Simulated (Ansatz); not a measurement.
**BH2O (SMILES B[O]) at 6 levels**

Aim: a comparison of 6 runs (UHF/STO-3G, U-wB97X/STO-3G, UB3LYP/STO-3G, UBHLYP/STO-3G, UPBE/STO-3G, UCCSD/STO-3G) of BH2O. 

The calculation is run with Ansatz 0.2.0.

55 further runs of the same task are left out: 55 set aside as unsound or not needed.

### 1 Starting point

The species is BH2O (4 atoms), meant as a doublet with charge 0. As SMILES, `B[O]`. The H3–B1 distance was set to 3.028 Å, away from the relaxed value. At this shape a bond of the SMILES string is far longer than usual.

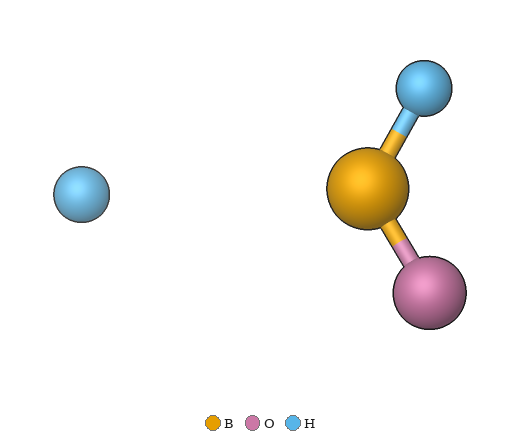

Viewed from a chosen angle; boron amber, oxygen pink, hydrogen blue.

### 2 A single-point energy at UHF/STO-3G (run 1)

Contents of job.yaml:

```yaml
basis:
  gaussian: {orbitals: STO-3G}
crystal:
  periodic: [false, false, false]
  atoms:
    - {symbol: B, position_ang: [1.576132, 0.855790, -0.265147]}
    - {symbol: O, position_ang: [2.602532, 0.525290, 0.426853]}
    - {symbol: H, position_ang: [-1.052600, -0.587700, 0.151600]}
    - {symbol: H, position_ang: [1.661132, 1.744590, -1.083647]}
magnetization: {spin_polarized: true, initial_magnetization: 1}
hamiltonian: {xc: hf}
accuracy: high
```

On the command line:

```bash
$ ansatz run job.yaml --threads 1 --pin off --max-ram 2610MiB --events-out events.jsonl --progress --plain --runs-dir runs
```

Output:

```text
Warning: RAYON_NUM_THREADS=1 ignored (pool sized by the plan → 1); use --threads N
Functional definition: HF
  name "HF"
  exchange = exact_x
  correlation = 0
187 factors; integrals over basis functions are off by at most 3.6e-8 eV
mean field evaluation 1: about -2695.0642 eV, gradient 2.5e1 eV
mean field evaluation 2: about -2695.0771 eV, gradient 2.5e1 eV
mean field evaluation 4: about -2699.7238 eV, gradient 1.8e0 eV
mean field evaluation 8: about -2699.7402 eV, gradient 4.2e-1 eV
mean field evaluation 16: about -2700.4057 eV, gradient 2.2e-8 eV
mean field evaluation 32: about -2700.4057 eV, gradient 1.1e-4 eV
mean field evaluation 64: about -2697.2166 eV, gradient 3.2e0 eV
mean field -2700.40571653 eV, -99.2380796818 hartree, gradient 2.2e-8 eV, S^2 1.401160; 2 other end points of the search recorded, 0 dependent functions left out
reference -2700.40571653 eV, -99.2380796818 hartree; 8, 7 occupied and 4, 5 virtual orbitals, 187 factors
Total energy: -2700.40571653 eV, -99.2380796818 hartree
```

Run time: 0.08 s. Hardware: 1 thread of Arm Neoverse V2, shared host.

### 3 The energy at U-wB97X/STO-3G (run 2)

Contents of in.yaml:

```yaml
crystal:
  periodic: [false, false, false]
  atoms:
    - symbol: B
      position_ang: [1.576132, 0.855790, -0.265147]
    - symbol: O
      position_ang: [2.602532, 0.525290, 0.426853]
    - symbol: H
      position_ang: [-1.052600, -0.587700, 0.151600]
    - symbol: H
      position_ang: [1.661132, 1.744590, -1.083647]
basis:
  gaussian:
    orbitals: STO-3G
magnetization:
  spin_polarized: true
  initial_magnetization: 1
hamiltonian:
  xc: {name: wB97X}
accuracy: high
```

On the command line:

```bash
$ ansatz run in.yaml --threads 1 --pin off --max-ram 2610MiB --events-out events.jsonl --progress --plain --runs-dir runs
```

Output, shortened:

```text
Warning: RAYON_NUM_THREADS=1 ignored (pool sized by the plan → 1); use --threads N
Functional definition: wB97X
  name "wB97X"
[...]
      + exact_x_lr(omega)
[...]
      + integral(e_c_pw_opposite_spin*poly(b97_u_opposite, 1, cos1, cos2, cos3, cos4))
187 factors; integrals over basis functions are off by at most 3.6e-8 eV
112 factors; integrals over basis functions are off by at most 1.3e-9 eV
[...]
mean field -2714.11867872 eV, -99.7420217474 hartree, gradient 7.6e-8 eV, S^2 0.751128; 2 other end points of the search recorded, 0 dependent functions left out
reference -2714.11867811 eV, -99.7420217247 hartree; 8, 7 occupied and 4, 5 virtual orbitals, 187 factors
Total energy: -2714.11867811 eV, -99.7420217247 hartree
```

Wall time 4.8 s (1 thread of Arm Neoverse V2, shared host); peak memory 0.28 GiB.

### 4 The energy at UB3LYP/STO-3G (run 3)

job.yaml: that of step 2 with these lines changed.

```diff
@@ -10,3 +10,3 @@
 magnetization: {spin_polarized: true, initial_magnetization: 1}
-hamiltonian: {xc: hf}
+hamiltonian: {xc: {name: B3LYP}}
 accuracy: high
```

On the command line:

```bash
$ ansatz run job.yaml --threads 1 --pin off --max-ram 2610MiB --events-out events.jsonl --progress --plain --runs-dir runs
```

Output:

```text
Warning: RAYON_NUM_THREADS=1 ignored (pool sized by the plan → 1); use --threads N
Functional definition: B3LYP
  name "B3LYP"
  parameter a0 = 0.2
  parameter ax = 0.72
  parameter ac = 0.81
  exchange = (1 - a0 - ax)*slater_x + ax*b88_x + a0*exact_x
  correlation = (1 - ac)*vwn_rpa_c + ac*lyp_c
187 factors; integrals over basis functions are off by at most 3.6e-8 eV
mean field evaluation 1: about -2712.6257 eV, gradient 1.9e1 eV
mean field evaluation 2: about -2686.7642 eV, gradient 7.3e1 eV
mean field evaluation 4: about -2714.8454 eV, gradient 6.8e-1 eV
mean field evaluation 8: about -2714.8062 eV, gradient 1.7e-2 eV
mean field evaluation 16: about -2714.8063 eV, gradient 1.0e-5 eV
mean field -2714.80625273 eV, -99.7672896259 hartree, gradient 7.6e-8 eV, S^2 0.751768; 2 other end points of the search recorded, 0 dependent functions left out
reference -2714.80627757 eV, -99.7672905387 hartree; 8, 7 occupied and 4, 5 virtual orbitals, 187 factors
Total energy: -2714.80627757 eV, -99.7672905387 hartree
```

Wall time 0.92 s (1 thread of Arm Neoverse V2, shared host); peak memory 0.1 GiB.

Runs 4 to 5 aren't shown in full; the table further down has their settings and results.

### 5 A single-point energy at UCCSD/STO-3G (run 6)

Contents of input.yaml:

```yaml
crystal:
  periodic: [false, false, false]
  atoms:
    - {symbol: B, position_ang: [1.576132, 0.855790, -0.265147]}
    - {symbol: O, position_ang: [2.602532, 0.525290, 0.426853]}
    - {symbol: H, position_ang: [-1.052600, -0.587700, 0.151600]}
    - {symbol: H, position_ang: [1.661132, 1.744590, -1.083647]}
basis:
  gaussian:
    orbitals: STO-3G
magnetization:
  spin_polarized: true
  initial_magnetization: 1
correlation:
  method: ccsd
  frozen_orbitals: {B: 1, H: 0, O: 1}
accuracy: high
scf:
  omitted_lower_state_checks: [cluster_reference, increment]
```

On the command line:

```bash
$ ansatz run input.yaml --threads 1 --pin off --max-ram 2610MiB --events-out events.jsonl --progress --plain --runs-dir runs
```

Output:

```text
Warning: RAYON_NUM_THREADS=1 ignored (pool sized by the plan → 1); use --threads N
[... 17 lines left out ...]
2 core orbitals not correlated: weight in the atoms' cores, before any rotation towards them, 1.000 or more for the frozen orbitals, at most 0.000 for the correlated occupied ones
[... 35 lines left out ...]
Total energy: -2704.17659288 eV, -99.3766568315 hartree
Checks for a lower state left out: cluster_reference, increment
```

It took 0.26 s on 1 thread of Arm Neoverse V2, shared host.

### 6 All runs side by side

```tsv
run	level	frozen core orbitals	energy (Eh)	⟨S²⟩	wall time
1	UHF/STO-3G	–	-99.238080	1.401	0.08 s
2	U-wB97X/STO-3G	–	-99.742022	0.751	4.8 s
3	UB3LYP/STO-3G	–	-99.767291	0.752	0.92 s
4	UBHLYP/STO-3G	–	-99.706406	0.823	1.1 s
5	UPBE/STO-3G	–	-99.653283	0.750	0.72 s
6	UCCSD/STO-3G	2	-99.376657	1.401	0.26 s
```

### 7 Results

| quantity | value |
| --- | --- |
| run 6: total energy | -99.37666 Eh |
| run 6: correlation energy (2 core orbitals frozen) | -138.6 mEh |
| run 6: ⟨S²⟩ of the reference determinant | 1.401 |
| run 6: T1 diagnostic | 0.107 |

In words: Totals of different functionals can't be ranked against each other. In runs 1, 2, 3, 4, 5, 6 the basis is minimal, so the values are rough. Spin contamination of the reference: run 1 ⟨S²⟩ = 1.40, run 6 ⟨S²⟩ = 1.40. Where it is this large, the reference is a mixture of spin states, and values that rest on it are in doubt. All runs together took 7.9 s, the longest 4.8 s.
